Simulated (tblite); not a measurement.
## Run report: C$_{7}$H$_{9}$FO, molecular dynamics (part 2 of 2)

C$_{7}$H$_{9}$FO; GFN2-xTB Langevin dynamics, gas phase (tblite 0.8.0). It belongs to a series of runs on one base structure; here: constitutional isomer.

Geometry of the input (Å):
```
C  -2.6234  -1.1129  -0.5244
C  -1.4147  -0.5883  -0.4104
C  -0.8531  0.7645  -0.4197
C  -1.3403  1.9861  -0.2870
C  0.5564  0.2215  -0.5623
O  1.4840  0.7116  0.3593
C  2.7772  0.1801  0.1875
C  -0.0327  -1.1942  -0.3103
F  0.2899  -2.1528  -1.2414
H  -3.4959  -0.4904  -0.6226
H  -2.7732  -2.1790  -0.5381
H  -0.6941  2.8462  -0.2869
H  -2.3955  2.1580  -0.1619
H  0.9354  0.3044  -1.5929
H  2.7840  -0.9097  0.3004
H  3.1781  0.4336  -0.8015
H  3.3977  0.6294  0.9601
H  0.2114  -1.6017  0.6757
```

### Trajectory as extended XYZ, continued
```
18
Properties=species:S:1:pos:R:3:forces:R:3 step=21 time_fs=525.0 energy=-769.22965 temperature=618.4
C    -2.1690   -0.8831    1.6016    2.6276  -0.4170  -1.3970
C    -1.1134   -0.7751    0.7602    0.1700   0.1592   0.6294
C    -0.5806    0.0694   -0.3735   -2.8634   0.8204   0.8798
C    -0.8639    1.2628   -0.9243    0.9434  -2.0288   0.2567
C     0.5493   -0.8396   -0.5645    0.7625  -0.3356  -0.8263
O     1.6381   -0.0327   -0.6607    2.8826   0.5885  -0.4863
C     2.8778   -0.6881   -1.0106   -0.1241   0.2241   2.0072
C     0.2365   -1.5549    0.7156   -0.9305  -0.8074   1.8540
F     0.2244   -2.9653    0.6258   -0.1359   1.0542   0.0684
H    -2.9462   -0.2127    1.7122   -1.2402   1.1847  -0.3860
H    -2.2089   -1.6975    2.2772    0.1704  -0.6142   0.4376
H    -0.3095    1.5175   -1.7978    0.3219   0.3634  -0.2345
H    -1.5435    1.9570   -0.5450   -0.9705   0.5245   0.3798
H     0.5445   -1.5798   -1.3480   -0.3578  -0.3401  -0.9025
H     3.2889   -1.2103   -0.1230   -0.4073  -0.2114  -0.1495
H     2.7220   -1.3865   -1.7859   -0.1491  -0.7322  -0.9796
H     3.6767   -0.0025   -1.2407   -0.3159   0.7254  -0.4346
H     0.8711   -1.3128    1.6095   -0.3839  -0.1576  -0.7165
18
Properties=species:S:1:pos:R:3:forces:R:3 step=22 time_fs=550.0 energy=-769.07163 temperature=408.4
C    -2.2703   -0.7383    1.4888    1.0025  -0.2712   0.5298
C    -1.1550   -0.7389    0.7445   -0.9868  -0.2662   0.2544
C    -0.7615   -0.0150   -0.4501    1.2145  -0.8333   0.4279
C    -0.9320    1.1439   -1.0148   -0.6529   1.2474  -1.1577
C     0.5942   -0.7710   -0.5611   -1.4155  -1.1787   1.0636
O     1.7259   -0.0509   -0.6193    2.6724   1.5584  -1.0724
C     2.9629   -0.7191   -1.1414   -1.3842  -0.3303   2.5967
C     0.2004   -1.4189    0.8193    0.2567   0.6055   0.3536
F     0.2058   -2.7611    0.7150   -0.3073  -1.3473   0.1231
H    -3.1584   -0.1948    1.1851    0.3149  -0.1623   0.1529
H    -2.2496   -1.2205    2.4912   -0.2706   0.2758  -1.0494
H    -0.1007    1.4009   -1.6116    0.6920   0.5164  -0.8570
H    -1.7499    1.8363   -1.1471   -0.2037  -0.3562   0.7467
H     0.5710   -1.5912   -1.2927   -0.1883   0.1104  -0.2197
H     3.1396   -1.4655   -0.3477    0.2719  -0.2687  -0.3258
H     2.7184   -1.2418   -2.0382    0.1333   0.0419  -0.8135
H     3.8727   -0.1016   -1.1230   -1.0184   0.3056  -0.4288
H     0.8207   -1.2069    1.7086   -0.1305   0.3530  -0.3243
18
Properties=species:S:1:pos:R:3:forces:R:3 step=24 time_fs=600.0 energy=-769.02115 temperature=579.7
C    -2.2648   -0.5102    1.2981   -1.9197  -1.5749   2.0851
C    -1.1331   -0.6095    0.6917    0.3647   0.2098  -0.5435
C    -0.6933    0.1095   -0.4852   -0.1714   0.8177  -0.8885
C    -1.3977    0.9658   -1.2659    1.4875  -0.1636   0.5818
C     0.5901   -0.7453   -0.4849   -1.1127  -1.2581  -0.5452
O     1.8250   -0.1315   -0.4937   -1.8491   1.4962   1.3302
C     2.8850   -0.7021   -1.0770    0.3768  -2.4611  -2.3418
C     0.1238   -1.3676    0.9217    1.6470   0.8762  -1.5614
F     0.2639   -2.7344    1.0638   -0.5745   0.5801  -0.0902
H    -3.0450    0.1520    1.0397   -0.4062   0.4497  -0.3019
H    -2.4991   -1.2625    2.0559   -0.0662   0.5235   0.0887
H    -1.0323    1.5276   -2.1252    0.3146  -0.6508   0.1943
H    -2.3553    1.3534   -0.9714   -0.1770  -0.3622   0.3341
H     0.3671   -1.5627   -1.2175    0.8723   0.4983  -0.0999
H     2.9053   -1.8319   -0.9506   -0.1940   0.8396  -0.4191
H     2.8940   -0.4276   -2.1772    0.3104  -0.5365   0.7337
H     3.7597   -0.3777   -0.6012    1.2882   0.8367   0.5570
H     0.8166   -0.8757    1.5959   -0.1908  -0.1207   0.8866
18
Properties=species:S:1:pos:R:3:forces:R:3 step=26 time_fs=650.0 energy=-769.03817 temperature=525.4
C    -2.2554   -0.7336    1.4958    1.2002   1.2246  -1.8916
C    -1.0839   -0.5534    0.8340   -1.0529  -0.2621   0.2169
C    -0.6356   -0.0228   -0.5093   -0.2191   0.3974   1.0275
C    -1.2368    0.8133   -1.3664    0.0254  -1.3909   1.5958
C     0.6383   -0.8430   -0.3344    1.0163   2.0301  -0.2181
O     1.8972   -0.1525   -0.3855   -0.6796  -1.4624  -1.0197
C     2.8722   -0.8131   -1.1897    1.3079   3.4471   0.0551
C     0.2737   -1.1949    1.0827   -2.2995  -1.4680  -1.2053
F     0.1382   -2.5950    1.1870    0.4291   0.5846   0.6681
H    -3.0838   -0.1048    1.1036    0.3227  -1.0670   0.6994
H    -2.3042   -1.4531    2.2946   -0.2783   0.4785   0.1055
H    -0.9354    1.2234   -2.2869    0.6158  -0.0100  -0.5730
H    -2.2416    0.9914   -1.0650   -0.6014   0.6672  -0.0391
H     0.5161   -1.7159   -0.9226    0.5681  -0.8289  -0.9727
H     3.1121   -1.8142   -0.9091   -0.1169  -0.5532   0.1312
H     2.6841   -0.6547   -2.2761   -0.1710  -0.5371   0.5916
H     3.7602   -0.0946   -0.9594   -0.8311  -1.4557  -0.4310
H     0.8977   -0.7700    1.8057    0.7643   0.2059   1.2594
18
Properties=species:S:1:pos:R:3:forces:R:3 step=27 time_fs=675.0 energy=-768.64739 temperature=366.3
C    -2.1536   -0.8084    1.4581   -2.2374  -1.0640   1.9532
C    -1.0865   -0.6310    0.7536    2.4441  -1.5210   0.5783
C    -0.6955   -0.1832   -0.5150    1.4484   0.5709  -0.2856
C    -1.2558    0.7290   -1.2687    2.4635  -0.5763  -2.7609
C     0.7225   -0.8570   -0.4713   -1.9730   0.8600   2.2634
O     1.8704   -0.0186   -0.4154   -1.3120  -1.6443  -1.1520
C     2.8886   -0.6967   -1.1632   -0.5449   5.3039  -1.3333
C     0.2922   -1.3281    1.0032   -1.7747   0.2492  -0.6719
F     0.0628   -2.6749    1.2988    0.5668   0.5312  -0.5294
H    -3.1777   -0.7252    1.0620    0.6788   0.4708   0.5518
H    -2.0038   -1.2493    2.4801   -0.5694   0.3399  -1.1374
H    -0.7285    0.8540   -2.2501   -0.8738   0.6337   0.9020
H    -2.1077    1.2321   -1.0028   -1.6764   0.8293   0.1631
H     0.6753   -1.6283   -1.2031    0.7482  -0.7449  -0.4135
H     3.1521   -1.5271   -0.6759    1.3076  -3.0910   1.4539
H     2.5670   -0.8128   -2.1994   -0.0236  -0.4207  -0.0133
H     3.6273    0.1384   -1.1816    0.3354  -1.0107   0.0207
H     0.7933   -0.9078    1.8401    0.9922   0.2839   0.4109
18
Properties=species:S:1:pos:R:3:forces:R:3 step=29 time_fs=725.0 energy=-769.08877 temperature=557.4
C    -2.2089   -0.7515    1.6159    2.9323  -0.4455  -2.3555
C    -1.1109   -0.7254    0.7911   -1.6183  -1.5004   3.4691
C    -0.7617   -0.0817   -0.4075    1.9240  -0.5760  -1.2418
C    -1.2681    0.8032   -1.2324   -2.4921   0.2462   2.0464
C     0.5573   -0.8532   -0.5331   -0.8801  -1.8388   1.5704
O     1.6681   -0.0661   -0.6875   -0.0135   0.1690  -0.0903
C     2.9612   -0.6470   -0.8333   -0.5554   1.2945   1.0980
C     0.2345   -1.4442    0.9600    1.4513   1.7298   0.0871
F     0.3850   -2.8233    1.0906   -0.5918   0.9316  -0.1063
H    -3.0820   -0.3653    1.2216   -1.4868   0.9449  -0.1311
H    -2.2195   -1.4028    2.4326   -0.0908  -0.5146   0.9694
H    -0.8230    1.0510   -2.1312    0.4304   0.6785  -1.1772
H    -2.2402    1.1888   -0.8269    0.8913   0.1356  -1.1854
H     0.3718   -1.7876   -1.1422    0.7930   0.9571  -0.2821
H     3.1879   -1.3793   -0.0637   -0.0624  -0.1847   0.0151
H     3.0288   -1.0190   -1.8105    0.4000  -0.8876  -1.3204
H     3.6141    0.2312   -0.7184    0.0479  -0.3867  -0.0336
H     0.9080   -0.9694    1.7955   -1.0789  -0.7529  -1.3320
18
Properties=species:S:1:pos:R:3:forces:R:3 step=30 time_fs=750.0 energy=-769.37511 temperature=514.7
C    -2.1596   -0.8340    1.5327   -1.6600   0.1932   1.2397
C    -1.0707   -0.8144    0.8006   -0.0397  -0.7379   1.5059
C    -0.7766   -0.1516   -0.4096    1.7663   0.3930  -1.5082
C    -1.2762    0.7829   -1.1768    0.5884   0.4712  -1.7920
C     0.5907   -0.8318   -0.5441   -0.8107   0.1399   0.6514
O     1.7246   -0.0157   -0.7159   -0.8561  -0.0405   0.4050
C     2.8595   -0.8290   -0.6377   -0.4869  -0.7062   0.7723
C     0.2902   -1.4026    0.8879    1.7046   0.1842  -0.5101
F     0.4590   -2.7619    0.9505   -0.1545  -0.0846   0.3618
H    -2.9209   -0.1221    1.1661    0.0641  -0.7834   0.5054
H    -2.3906   -1.4153    2.4793    0.5926   0.8346  -1.4857
H    -0.7353    1.0376   -2.1380   -0.8790  -0.0640   1.4102
H    -2.1967    1.2354   -0.9200   -0.5933   0.4744  -0.1832
H     0.5819   -1.6943   -1.1975    0.0640  -0.1511  -0.7870
H     2.7821   -1.5028    0.2557    0.5803   0.7636  -0.1993
H     2.7910   -1.5095   -1.4550    0.4974  -0.6727  -1.0943
H     3.7467   -0.2215   -0.6829    0.1566   0.0923   0.2000
H     1.0179   -0.9106    1.5540   -0.5341  -0.3059   0.5082
18
Properties=species:S:1:pos:R:3:forces:R:3 step=32 time_fs=800.0 energy=-768.89034 temperature=548.5
C    -2.1952   -1.0818    1.4167    0.6721   0.3184  -1.0919
C    -1.0919   -0.7168    0.7061   -3.2050  -0.6587   0.8979
C    -0.6970    0.0328   -0.4604    0.5534   1.9391  -1.2234
C    -1.2017    0.9547   -1.3025   -1.2515  -0.9351   1.6765
C     0.6690   -0.6729   -0.5587   -2.2570  -3.1105   1.1938
O     1.8826   -0.1470   -0.6147    2.3226   2.5296  -0.1897
C     3.0917   -0.9438   -0.7300   -2.9779  -2.0171  -0.0247
C     0.2122   -1.3446    0.8790    1.5079   1.6956  -2.3879
F     0.3752   -2.6420    0.9471   -0.1697  -2.6484   0.1708
H    -3.2248   -0.7357    1.3590    0.5680   0.2606  -0.3513
H    -2.0850   -1.9400    2.0548    0.1539   0.0722   0.3564
H    -0.6859    1.2936   -2.1466    0.7129   0.3083  -0.7466
H    -2.2309    1.3378   -1.1935    0.7174  -0.2875   0.0897
H     0.5317   -1.4556   -1.3568    0.0612   0.0514   0.3905
H     3.5760   -1.0182    0.2213    0.2984   0.1339   0.6493
H     2.6833   -2.0316   -0.9603    1.2706   1.7624  -0.1830
H     3.7255   -0.4621   -1.4499    0.0631  -0.2181  -0.4396
H     0.7649   -0.9210    1.6660    0.9594   0.8038   1.2129
18
Properties=species:S:1:pos:R:3:forces:R:3 step=34 time_fs=850.0 energy=-768.61723 temperature=619.1
C    -2.3194   -0.9880    1.0693   -1.1647   1.5500  -0.0350
C    -1.0570   -0.7773    0.7948    1.5323   1.2029  -1.1895
C    -0.5447    0.0415   -0.3771    0.0449  -2.1886   0.5162
C    -1.0195    0.9987   -1.1272    0.0294   2.0319  -0.3646
C     0.7257   -0.8253   -0.4015   -1.3677   1.7306  -0.5053
O     1.8455   -0.0084   -0.4867   -1.2113   0.7401  -0.3435
C     2.8515   -0.8344   -0.8549    1.9402   0.1433  -2.5605
C     0.3643   -1.3596    0.9385   -0.4399  -0.1402   2.3276
F     0.3047   -2.7147    0.8891    0.2769  -1.0204   0.5949
H    -3.0425   -0.3182    0.5607    0.5526  -0.5295  -0.0207
H    -2.8139   -1.4450    1.8801    0.2531  -1.0267   0.6229
H    -0.4343    1.5560   -1.9026   -0.5962  -0.9810   0.7207
H    -1.9260    1.5198   -0.8004    0.2426  -0.3256  -0.3428
H     0.6777   -1.7283   -1.0551    0.1658   0.9465  -0.4219
H     3.7023   -0.2081   -1.3244   -0.6990  -0.9316   1.5546
H     2.9977   -1.4749    0.0059    1.2474  -0.5230  -0.3144
H     2.4814   -1.3835   -1.7705    0.6190  -0.3182   0.7150
H     1.0911   -1.0505    1.7890   -1.4254  -0.3605  -0.9539
18
Properties=species:S:1:pos:R:3:forces:R:3 step=35 time_fs=875.0 energy=-769.18544 temperature=757.0
C    -2.3430   -0.8497    1.1744    1.2419  -1.5852   1.6094
C    -1.0648   -0.7545    0.7924   -2.3931   0.1420  -0.5933
C    -0.6243    0.0073   -0.3742    2.0161  -1.1333   1.2353
C    -0.9089    1.0970   -1.0010   -0.5634   1.9689  -1.9829
C     0.6693   -0.7900   -0.4034    1.3538   0.2324  -0.3025
O     1.9218   -0.0359   -0.6680   -2.5907  -1.0729   0.5640
C     3.0633   -0.8309   -0.9108   -1.6474  -0.8423   1.5481
C     0.2421   -1.4143    0.9777    1.2342  -0.1584  -0.3950
F     0.2992   -2.8061    0.9301   -0.0933   0.5968   0.3626
H    -3.0233   -0.1314    0.8409   -0.8782   0.5212  -0.5663
H    -2.6905   -1.5888    1.9309    0.3585   0.7871  -0.5875
H    -0.2308    1.5161   -1.7528   -0.2091  -0.3812   0.3366
H    -1.8641    1.5928   -0.9903   -0.0672   0.0800   0.4607
H     0.5847   -1.6625   -1.0817    0.2164   0.5128  -0.2570
H     3.5843   -0.2460   -1.6120    1.4668   0.5652  -0.1817
H     3.4501   -1.1055    0.1086    0.5966   0.3447  -1.1463
H     2.7642   -1.7529   -1.4085    0.0346  -0.3113  -0.1047
H     0.8160   -1.0509    1.8378   -0.0766  -0.2664   0.0005
18
Properties=species:S:1:pos:R:3:forces:R:3 step=37 time_fs=925.0 energy=-768.98499 temperature=679.2
C    -2.0920   -0.8950    1.4586   -0.8950   2.0964  -0.3275
C    -1.0110   -0.8373    0.7241    1.7043   0.5892  -1.1788
C    -0.5097   -0.0296   -0.4750   -0.6791  -0.7758   1.0246
C    -0.8846    1.1805   -0.8821    1.4145  -0.6921  -0.5821
C     0.7268   -0.9962   -0.6131   -1.4094   3.1181   0.7903
O     1.9091   -0.1861   -0.5043   -0.8893  -2.2815  -1.7483
C     2.9552   -1.1157   -0.7920   -0.8305   0.8815   0.1518
C     0.3652   -1.4764    0.7830   -1.1019   0.8413   0.0416
F     0.4245   -2.7558    1.0862    0.2849  -2.1393   0.3688
H    -2.8130   -0.0843    1.2912   -0.1144  -0.5974  -0.2845
H    -2.3027   -1.4066    2.3507    0.2959  -0.9525   0.5429
H    -0.3653    1.7444   -1.6517    0.0568  -0.3973   0.0577
H    -1.6464    1.7379   -0.4218   -0.9187   0.1367   0.4907
H     0.6552   -1.7315   -1.4068    0.3057   0.1561  -0.1721
H     3.7418   -0.4299   -0.7414    1.9829   0.1819  -0.0219
H     2.9343   -1.8875   -0.0513    0.4538  -0.4676   0.6749
H     2.8437   -1.6043   -1.7560    0.0359   0.2608  -0.3628
H     0.9736   -0.9027    1.4720    0.3036   0.0417   0.5347
18
Properties=species:S:1:pos:R:3:forces:R:3 step=38 time_fs=950.0 energy=-768.93058 temperature=513.7
C    -2.0063   -0.9597    1.5099   -0.9359   0.2287   0.5168
C    -0.9070   -0.6822    0.8397    0.4801  -2.7638   1.2170
C    -0.5637   -0.0196   -0.3670    1.0190   1.1589   0.5631
C    -0.8547    1.1664   -0.8399    0.4418   1.4798  -1.7775
C     0.7329   -0.8433   -0.5239   -1.0336   1.3656  -0.4469
O     1.9717   -0.2144   -0.6827    0.3684  -1.2781  -0.0442
C     2.9986   -1.3006   -0.7925    0.3483   4.9471  -0.1945
C     0.4466   -1.3929    0.8713    0.4080   0.4342   0.5522
F     0.4823   -2.7619    0.9825   -0.1836   0.0876   0.2566
H    -2.8571   -0.4905    1.0732   -0.8527   0.2816   0.1684
H    -2.2060   -1.5093    2.4476    0.7289   0.2817  -0.9483
H    -0.1312    1.5083   -1.5994   -0.5775   0.0852   0.2375
H    -1.6889    1.8578   -0.6948    0.2950  -0.7759   0.3270
H     0.4548   -1.4236   -1.3893    0.4784  -1.2290  -0.2059
H     3.9086   -0.7078   -0.4495   -0.8305  -1.3538  -0.3479
H     2.6696   -2.0814   -0.2260   -0.2034  -1.9744   1.5916
H     3.0325   -1.5225   -1.8238    0.3963  -0.4864  -1.1030
H     1.1538   -0.9427    1.6120   -0.3472  -0.4892  -0.3618
18
Properties=species:S:1:pos:R:3:forces:R:3 step=40 time_fs=1000.0 energy=-769.40298 temperature=545.7
C    -2.0017   -0.9595    1.3561    0.5551  -0.8507   1.2333
C    -0.8454   -0.6709    0.8021    0.8291   0.3470  -1.2598
C    -0.3563    0.2101   -0.2855   -0.6595   0.2320  -1.2593
C    -0.8409    1.2770   -0.9271    0.9899  -0.7349   0.0063
C     0.7362   -0.7983   -0.6917    0.4053   1.1796   1.1457
O     2.0481   -0.2337   -0.8959   -1.1398  -0.2589   0.1005
C     3.0054   -1.2484   -1.0683    0.8134   0.1308   0.8666
C     0.4439   -1.4521    0.6997   -0.5487  -0.4486  -1.2272
F     0.3786   -2.8274    0.7170    0.1392   0.2420   0.2430
H    -2.8271   -0.3022    1.4428   -0.4870   0.2298  -0.3487
H    -1.9987   -1.8671    1.9745   -0.3355   0.4579  -0.2385
H    -0.3963    1.7529   -1.7820    0.5076  -0.4130  -0.1491
H    -1.7068    1.7936   -0.6609   -1.1109   0.4563   0.9160
H     0.4239   -1.4878   -1.4775    0.0840   0.1961  -0.3065
H     4.0186   -0.8021   -1.3771   -1.5333  -0.4654   0.6862
H     3.0683   -1.8158   -0.0702    0.3568   0.3929  -1.4345
H     2.6393   -1.8741   -1.8722    0.2617  -0.6256  -0.1439
H     1.1633   -1.0632    1.3676    0.8726  -0.0674   1.1701
```

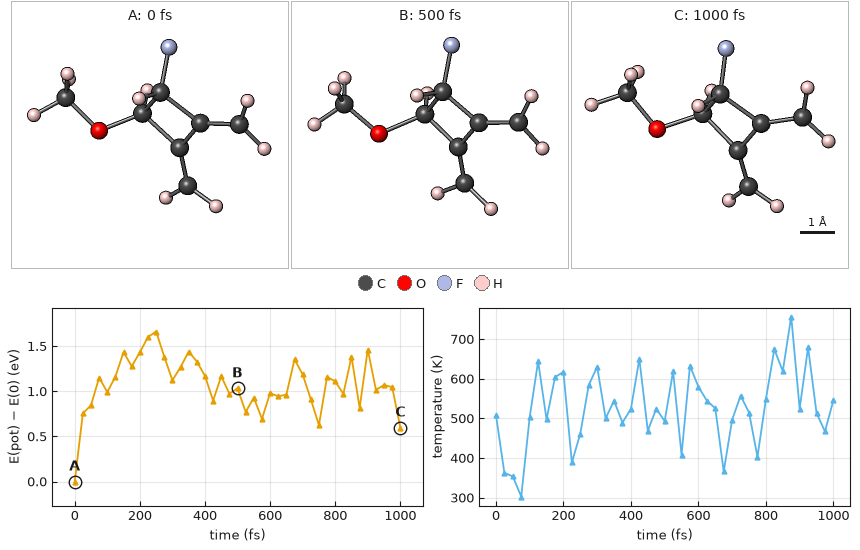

*Frames of the molecular dynamics (ball-and-stick, seen at a tilt) above the curves, on which the letters mark them.*

The trajectory kept here has 41 frames over 1000 fs. The temperature starts at 509 K, ranges from 303 to 757 K and averages 546 K over the second half. The potential energy ends 0.598 eV above its first value. After an unweighted best fit of the last frame on the first, the root-mean-square displacement is 0.80 Å, and H16 has moved furthest (1.98 Å).

### Results in brief

| quantity | value |
| --- | --- |
| outcome | finished |
| mean temperature over the second half | 546 K |
| trajectory | 41 frames kept, 1000 fs |
| wall time | 14 s |
| peak memory | 0.18 GiB |
